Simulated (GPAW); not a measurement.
**A 7-layer slab of Ir(111) in an electric field**

Aim: the dipole that a field along the normal induces in a 7-layer slab of Ir(111).

Calculated with GPAW 26.7.0; GPAW, PAW setups; slab in vacuum, relaxation, in the first sound run; inputs show where later runs differ.

## Step 1: The starting structure

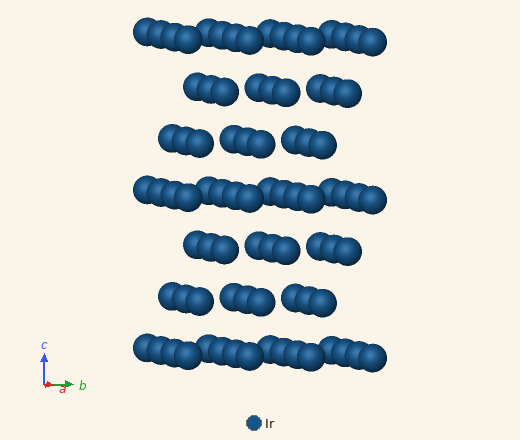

The starting structure, seen from the side, with the c axis up (iridium blue). 3×3×1 cells are drawn. Some periodic images of atoms are drawn too.

The cell holds 7 atoms: 7 Ir. Its edges and angles: a = 2.715 Å, b = 2.715 Å, c = 31.302 Å, α = 90.0°, β = 90.0°, γ = 60.0°. Vacuum lies along c.

## Step 2: Relaxing the atoms

Forces are removed first; all later runs use this geometry. The lowest 3 atoms are held at bulk positions and keep their forces.

run.py reads:

```python
import json
import numpy as np
from ase import Atoms
from ase.constraints import FixAtoms
from ase.optimize import BFGS
from gpaw import GPAW, PW

slab = Atoms(
    ['Ir', 'Ir', 'Ir', 'Ir', 'Ir', 'Ir', 'Ir'],
    positions=[
        [0.00000, 0.00000, 9.00000],
        [1.35765, 0.78384, 11.21703],
        [2.71529, 1.56767, 13.43405],
        [0.00000, 0.00000, 15.65108],
        [1.35765, 0.78384, 17.86810],
        [2.71529, 1.56767, 20.08513],
        [0.00000, 0.00000, 22.30215]],
    cell=[[2.71529, 0.0, 0.0], [1.35765, 2.35151, 0.0], [0.0, 0.0, 31.30215]],
    pbc=[True, True, False])

slab.calc = GPAW(mode=PW(400), xc='PBE', kpts={'size': (13, 13, 1), 'gamma': True},
                 occupations={'name': 'fermi-dirac', 'width': 0.1}, nbands='160%',
                 convergence={'density': 1e-05}, maxiter=200,
                 poissonsolver={'dipolelayer': 'xy'},
                 symmetry={'tolerance': 1e-3, 'extra_ids': [1, 1, 1, 0, 0, 0, 0]}, txt='slab.txt')
result = {}
slab.set_constraint(FixAtoms([0, 1, 2]))
path = []
opt = BFGS(slab, maxstep=0.2)
opt.attach(lambda: path.append((slab.get_potential_energy(), slab.positions.tolist(), slab.get_forces().tolist())))
result['relaxed'] = bool(opt.run(fmax=0.03, steps=40))
result['path'] = path
energy = slab.get_potential_energy()
fermi = slab.calc.get_fermi_level()
v = slab.calc.get_electrostatic_potential().mean((0, 1)) - fermi
n = slab.calc.get_pseudo_density().mean((0, 1))
L = slab.cell[2, 2]
z = np.arange(len(v)) * L / len(v)
low, high = slab.positions[:, 2].min(), slab.positions[:, 2].max()
below, above = np.interp([low - 6.8, high + 6.8], z, v)
slopes = [np.interp(x, z, np.gradient(v, z)) for x in (low - 6.8, high + 6.8)]
eps = np.array([[slab.calc.get_eigenvalues(k, s) for k in range(len(slab.calc.get_ibz_k_points()))]
                for s in range(slab.calc.get_number_of_spins())]) - fermi
top, bottom = eps[eps < 0].max(), eps[eps > 0].min()
dipole = slab.get_dipole_moment()[2]
print(f'energy {energy:.4f} eV, Fermi level {fermi:.4f} eV, dipole {dipole:.5f} e A')
print(f'potential 6.8 A off the faces, from the Fermi level: lower {below:.4f} eV, upper {above:.4f} eV')
print(f'slope of the potential there: lower {slopes[0]:.5f}, upper {slopes[1]:.5f} eV/A')
print(f'nearest levels on the mesh: {top:.4f} and {bottom:.4f} eV')
print('magnetic moment', round(slab.get_magnetic_moment(), 3))
result.update(energy=energy, fermi=fermi, dipole=dipole, below=below, above=above, slopes=slopes, edges=[top, bottom],
              z=z.tolist(), v=v.tolist(), n=n.tolist(), positions=slab.positions.tolist(),
              forces=slab.get_forces(apply_constraint=False).tolist(), moments=slab.get_magnetic_moments().tolist())
json.dump(result, open('result.json', 'w'))
```

Run with:

```console
$ OMP_NUM_THREADS=1 OPENBLAS_NUM_THREADS=1 python run.py
```

The log of the run:

```text
Step          Energy          fmax
BFGS:    0      -63.739687        0.345653
BFGS:    1      -63.742418        0.262446
BFGS:    2      -63.746773        0.141669
BFGS:    3      -63.747336        0.136630
BFGS:    4      -63.750763        0.129855
BFGS:    5      -63.751335        0.129403
BFGS:    6      -63.754216        0.126682
BFGS:    7      -63.754685        0.102702
BFGS:    8      -63.754973        0.048594
BFGS:    9      -63.755061        0.017677
energy -63.6254 eV, Fermi level 4.6034 eV, dipole 0.00086 e A
potential 6.8 A off the faces, from the Fermi level: lower 5.4910 eV, upper 5.4860 eV
slope of the potential there: lower -0.00023, upper 0.00015 eV/A
nearest levels on the mesh: -0.0069 and 0.0043 eV
magnetic moment 0.0
```

Wall time 20 min (1 thread of Intel Xeon 6975P-C (Granite Rapids), shared host); peak memory 0.31 GiB.

Step by step:

| step | energy less that of the first step (eV) | largest force (eV/Å) |
| --- | --- | --- |
| 1 | 0.0000 | 0.3457 |
| 2 | -0.0030 | 0.2624 |
| 3 | -0.0082 | 0.1417 |
| 4 | -0.0087 | 0.1366 |
| 5 | -0.0121 | 0.1299 |
| 6 | -0.0126 | 0.1294 |
| 7 | -0.0151 | 0.1267 |
| 8 | -0.0154 | 0.1027 |
| 9 | -0.0156 | 0.0486 |
| 10 | -0.0157 | 0.0177 |

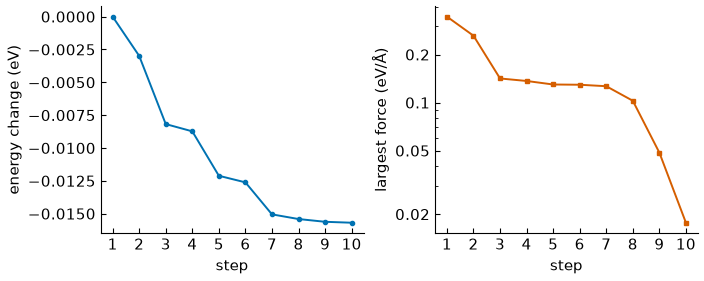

Energy and largest force along the relaxation.

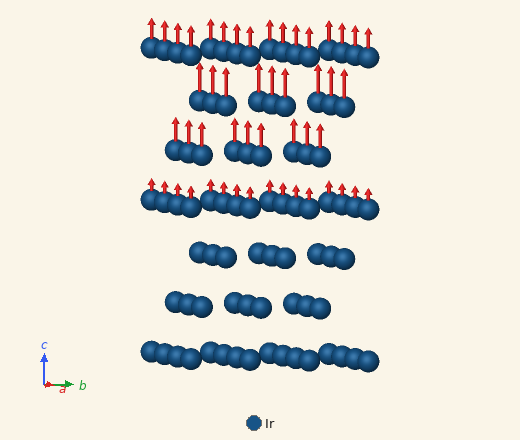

Displacements in the relaxation, exaggerated; the longest in the cell stands for 0.08 Å. 3×3×1 cells are drawn. Some periodic images of atoms are drawn too.

The atoms that moved most (Å):

| atom | dx | dy | dz | length |
| --- | --- | --- | --- | --- |
| Ir6 | 0.000 | 0.000 | 0.079 | 0.079 |
| Ir5 | 0.000 | 0.000 | 0.065 | 0.065 |
| Ir7 | 0.000 | 0.000 | 0.057 | 0.057 |
| Ir4 | 0.000 | 0.000 | 0.034 | 0.034 |

Final coordinates:

```
Ir
1.0
     2.71529    0.00000    0.00000
     1.35765    2.35151    0.00000
     0.00000    0.00000   31.30215
Ir
7
Direct
  0.00000 0.00000 0.28752
  0.33333 0.33333 0.35835
  0.66667 0.66667 0.42917
  0.00000 0.00000 0.50110
  0.33333 0.33333 0.57292
  0.66667 0.66667 0.64419
  0.00000 0.00000 0.71430
```

Numbers from this step:

* dipole along the normal: 8.61e-4 e·Å
* levels nearest the Fermi level on the mesh: -0.006916, 0.004324 eV from the Fermi level
* upper work function: 5.486 eV
* lower work function: 5.491 eV

The electrostatic potential energy of an electron (without an applied field's), less the Fermi level, planar mean oscillates, so the rows of the table below give means over windows of 2.24 Å about each position, cut where the curve ends. Its maxima inside the range that stand out by 2 % of the span (Å: eV): 10.1: -1.76, 12.4: -2.04, 14.6: -1.67, 16.8: -1.69, 19.1: -1.88, 21.3: -2.04. Its minima: 9.0: -30.7, 11.2: -31.3, 13.4: -31.4, 15.7: -31.3, 17.9: -31.2, 20.1: -31.3, 22.4: -30.9.

The electrostatic potential energy of an electron (without an applied field's), less the Fermi level, planar mean by z; means over each step:

| z (Å) | electrostatic potential energy of an electron (without an applied field's), less the Fermi level, planar mean (eV) |
| --- | --- |
| 1.12 | 5.49 |
| 3.36 | 5.49 |
| 5.60 | 5.46 |
| 7.84 | -3.96 |
| 10.08 | -14.8 |
| 12.32 | -15.1 |
| 14.56 | -14.5 |
| 16.80 | -14.6 |
| 19.04 | -14.9 |
| 21.28 | -15.2 |
| 23.52 | -3.97 |
| 25.76 | 5.46 |
| 28.00 | 5.49 |
| 30.24 | 5.49 |

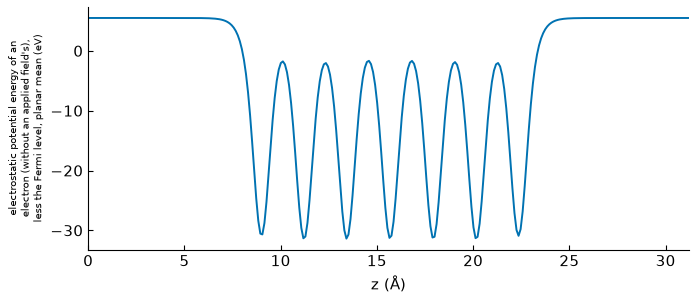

Electrostatic potential energy of an electron (without an applied field's), less the Fermi level, planar mean, plotted against z.

The pseudo valence density, planar mean oscillates, so the rows of the table below give means over windows of 2.24 Å about each position, cut where the curve ends. Its maxima inside the range that stand out by 2 % of the span (Å: e/Å³): 8.9: 2.25, 11.3: 2.24, 13.4: 2.28, 15.8: 2.23, 17.9: 2.27, 20.2: 2.25, 22.4: 2.28. Its minima: 10.2: 0.393, 12.4: 0.380, 14.5: 0.368, 16.8: 0.363, 19.0: 0.384, 21.3: 0.396.

Table of pseudo valence density, planar mean by z; means over each step:

| z (Å) | pseudo valence density, planar mean (e/Å³) |
| --- | --- |
| 3.36 | 2.6e-6 |
| 5.60 | 0.00116 |
| 7.84 | 0.485 |
| 10.08 | 1.07 |
| 12.32 | 1.07 |
| 14.56 | 1.04 |
| 16.80 | 1.04 |
| 19.04 | 1.06 |
| 21.28 | 1.09 |
| 23.52 | 0.487 |
| 25.76 | 0.00116 |
| 28.00 | 2.7e-6 |

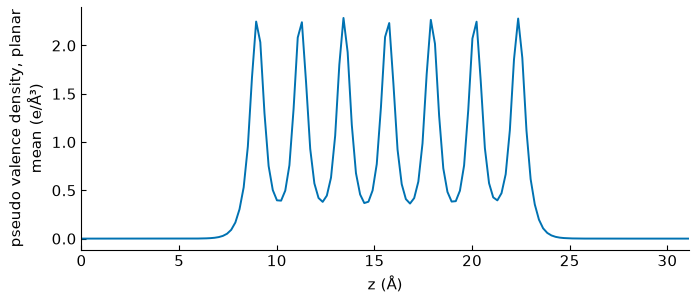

Pseudo valence density, planar mean against z.

The relaxation lowered the energy of the cell by 0.0157 eV (energies extrapolated to zero smearing; the optimiser's log prints free energies). The largest force left on a free atom is 0.018 eV/Å.

## Step 3: Plane waves, PBE

With the geometry fixed, the planar mean of the potential gives the vacuum level on each side.

This step: GPAW, PAW setups; slab in vacuum (GPAW 26.7.0).

Changes to run.py since step 2:

```diff
@@ -3,4 +3,2 @@
 from ase import Atoms
-from ase.constraints import FixAtoms
-from ase.optimize import BFGS
 from gpaw import GPAW, PW
@@ -13,6 +11,6 @@
         [2.71529, 1.56767, 13.43405],
-        [0.00000, 0.00000, 15.65108],
-        [1.35765, 0.78384, 17.86810],
-        [2.71529, 1.56767, 20.08513],
-        [0.00000, 0.00000, 22.30215]],
+        [0.00000, -0.00000, 15.68555],
+        [1.35765, 0.78384, 17.93357],
+        [2.71529, 1.56767, 20.16451],
+        [-0.00000, -0.00000, 22.35900]],
     cell=[[2.71529, 0.0, 0.0], [1.35765, 2.35151, 0.0], [0.0, 0.0, 31.30215]],
@@ -24,10 +22,4 @@
                  poissonsolver={'dipolelayer': 'xy'},
-                 symmetry={'tolerance': 1e-3, 'extra_ids': [1, 1, 1, 0, 0, 0, 0]}, txt='slab.txt')
+                 symmetry={'tolerance': 1e-3}, txt='slab.txt')
 result = {}
-slab.set_constraint(FixAtoms([0, 1, 2]))
-path = []
-opt = BFGS(slab, maxstep=0.2)
-opt.attach(lambda: path.append((slab.get_potential_energy(), slab.positions.tolist(), slab.get_forces().tolist())))
-result['relaxed'] = bool(opt.run(fmax=0.03, steps=40))
-result['path'] = path
 energy = slab.get_potential_energy()
```

The log of the run:

```text
energy -63.6254 eV, Fermi level 4.6034 eV, dipole 0.00048 e A
potential 6.8 A off the faces, from the Fermi level: lower 5.4908 eV, upper 5.4859 eV
slope of the potential there: lower -0.00019, upper 0.00012 eV/A
nearest levels on the mesh: -0.0069 and 0.0043 eV
magnetic moment 0.0
```

Run time: 3.2 min. Hardware: 1 thread; peak memory 0.31 GiB.

Numbers from this step:

| Property | Result |
| --- | --- |
| dipole along the normal | 4.76e-4 e·Å |
| levels nearest the Fermi level on the mesh | -0.006940, 0.004326 eV from the Fermi level |

The electrostatic potential energy of an electron (without an applied field's), less the Fermi level, planar mean oscillates, so the rows of the table below give means over windows of 2.24 Å about each position, cut where the curve ends. Its maxima inside the range that stand out by 2 % of the span (Å: eV): 10.1: -1.76, 12.4: -2.04, 14.6: -1.67, 16.8: -1.69, 19.1: -1.88, 21.3: -2.04. Its minima: 9.0: -30.7, 11.2: -31.3, 13.4: -31.4, 15.7: -31.3, 17.9: -31.2, 20.1: -31.3, 22.4: -30.9.

The electrostatic potential energy of an electron (without an applied field's), less the Fermi level, planar mean by z; means over each step:

(Unchanged from step 2.)

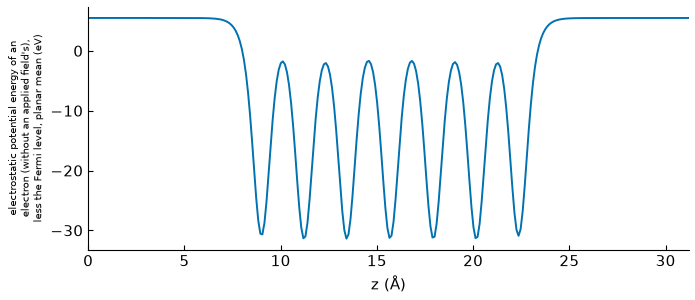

Electrostatic potential energy of an electron (without an applied field's), less the Fermi level, planar mean, plotted against z.

The pseudo valence density, planar mean oscillates, so the rows of the table below give means over windows of 2.24 Å about each position, cut where the curve ends. Its maxima inside the range that stand out by 2 % of the span (Å: e/Å³): 8.9: 2.25, 11.3: 2.24, 13.4: 2.28, 15.8: 2.23, 17.9: 2.27, 20.2: 2.25, 22.4: 2.28. Its minima: 10.2: 0.393, 12.4: 0.380, 14.5: 0.368, 16.8: 0.363, 19.0: 0.384, 21.3: 0.396.

Pseudo valence density, planar mean against z; means over each step:

| z (Å) | pseudo valence density, planar mean (e/Å³) |
| --- | --- |
| 3.36 | 2.6e-6 |
| 5.60 | 0.00116 |
| 7.84 | 0.485 |
| 10.08 | 1.07 |
| 12.32 | 1.07 |
| 14.56 | 1.04 |
| 16.80 | 1.04 |
| 19.04 | 1.06 |
| 21.28 | 1.09 |
| 23.52 | 0.487 |
| 25.76 | 0.00116 |
| 28.00 | 2.8e-6 |

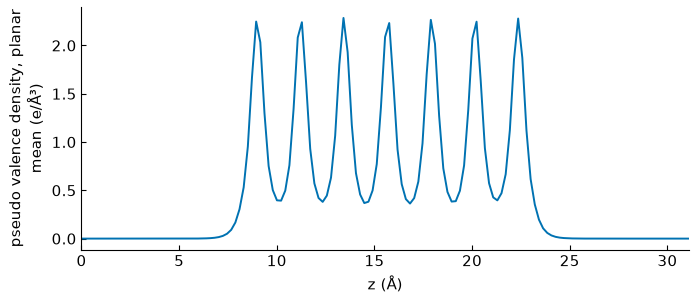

Pseudo valence density, planar mean, plotted against z.

Force by atom:

| atom | x (eV/Å) | y (eV/Å) | z (eV/Å) | size |
| --- | --- | --- | --- | --- |
| Ir1 | 0.000 | 0.000 | 0.205 | 0.205 |
| Ir2 | 0.000 | 0.000 | -0.289 | 0.289 |
| Ir3 | 0.000 | 0.000 | 0.088 | 0.088 |
| Ir4 | 0.000 | 0.000 | -0.010 | 0.010 |
| Ir5 | 0.000 | 0.000 | 0.018 | 0.018 |
| Ir6 | 0.000 | 0.000 | -0.015 | 0.015 |
| Ir7 | 0.000 | 0.000 | 0.005 | 0.005 |

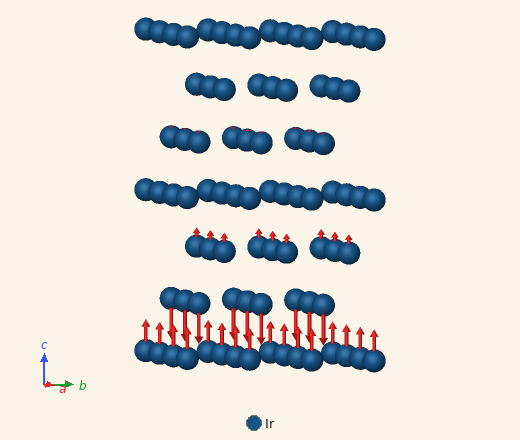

Force as arrows, the longest 0.289 eV/Å. 3×3×1 cells are drawn. Some periodic images of atoms are drawn too.

The potential is flat to 1.9e-4 eV/Å where it is read, so the vacuum is wide enough.

## Step 4: Field on

A uniform field along the normal polarises the slab; the atoms stay fixed, so this is the electronic response alone.

Changes to run.py since step 3:

```diff
@@ -4,2 +4,3 @@
 from gpaw import GPAW, PW
+from gpaw.external import ConstantElectricField
 
@@ -22,2 +23,3 @@
                  poissonsolver={'dipolelayer': 'xy'},
+                 external=ConstantElectricField(-0.2, [0, 0, 1]),
                  symmetry={'tolerance': 1e-3}, txt='slab.txt')
```

The log of the run:

```text
energy -63.6372 eV, Fermi level 4.5995 eV, dipole -0.11748 e A
potential 6.8 A off the faces, from the Fermi level: lower 3.8319 eV, upper 7.1614 eV
slope of the potential there: lower -0.00013, upper 0.00003 eV/A
nearest levels on the mesh: -0.0069 and 0.0043 eV
magnetic moment 0.0
```

Wall time 17 min (1 thread); peak memory 0.72 GiB.

This step gave:

```yaml
dipole_along_the_normal: -0.1175 e·Å
levels_nearest_the_fermi_level_on_the_mesh: -0.006936, 0.004337 eV from the Fermi level
potential_below_the_slab_the_applied_field_s_own_ramp_left_out: 3.832 eV from the Fermi level
potential_above_the_slab_the_applied_field_s_own_ramp_left_out: 7.161 eV from the Fermi level
```

The electrostatic potential energy of an electron (without an applied field's), less the Fermi level, planar mean oscillates, so the rows of the table below give means over windows of 2.24 Å about each position, cut where the curve ends. Its maxima inside the range that stand out by 2 % of the span (Å: eV): 10.1: -2.87, 12.4: -2.70, 14.6: -1.88, 16.8: -1.45, 19.1: -1.20, 21.3: -0.907, 29.5: 7.16. Its minima: 9.0: -32.0, 11.2: -32.2, 13.4: -31.8, 15.7: -31.3, 17.9: -30.7, 20.1: -30.4, 22.4: -29.6.

The electrostatic potential energy of an electron (without an applied field's), less the Fermi level, planar mean by z; means over each step:

| z (Å) | electrostatic potential energy of an electron (without an applied field's), less the Fermi level, planar mean (eV) |
| --- | --- |
| 1.12 | 3.97 |
| 3.36 | 3.83 |
| 5.60 | 3.81 |
| 7.84 | -5.50 |
| 10.08 | -16.0 |
| 12.32 | -15.8 |
| 14.56 | -14.7 |
| 16.80 | -14.3 |
| 19.04 | -14.2 |
| 21.28 | -14.1 |
| 23.52 | -2.43 |
| 25.76 | 7.13 |
| 28.00 | 7.16 |
| 30.24 | 7.08 |

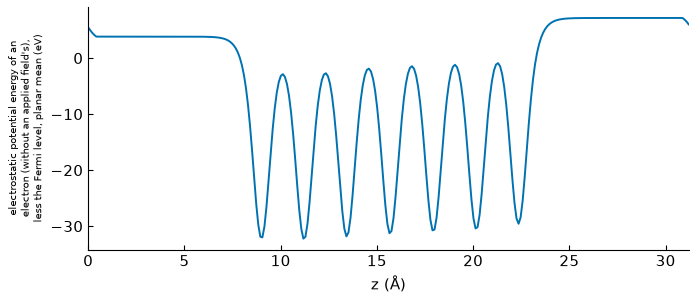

Electrostatic potential energy of an electron (without an applied field's), less the Fermi level, planar mean against z.

Force by atom:

| atom | x (eV/Å) | y (eV/Å) | z (eV/Å) | size |
| --- | --- | --- | --- | --- |
| Ir1 | 0.000 | 0.000 | 0.208 | 0.208 |
| Ir2 | 0.000 | 0.000 | -0.290 | 0.290 |
| Ir3 | 0.000 | 0.000 | 0.085 | 0.085 |
| Ir4 | 0.000 | 0.000 | -0.008 | 0.008 |
| Ir5 | 0.000 | 0.000 | 0.015 | 0.015 |
| Ir6 | 0.000 | 0.000 | -0.016 | 0.016 |
| Ir7 | 0.000 | 0.000 | 0.008 | 0.008 |

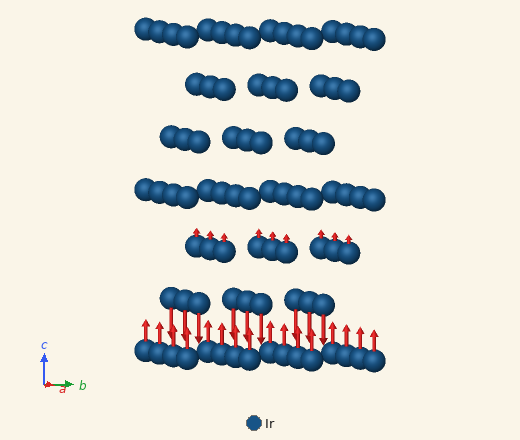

Force as arrows, the longest 0.290 eV/Å. 3×3×1 cells are drawn. Some periodic images of atoms are drawn too.

The dipole is now -0.117 e Å, against 4.8e-4 in the run without a field.

[end of part 1 of 2]

[Logs are printed without paths, hosts, clocks, repeated set-up lines and the standing remarks that a program may print on its own settings, such as how far it seeks lower states.]

[Hosts, paths, dates, database ids (printed as entryN), source tags and the programs' standing remarks are cut or masked in the printed files.]
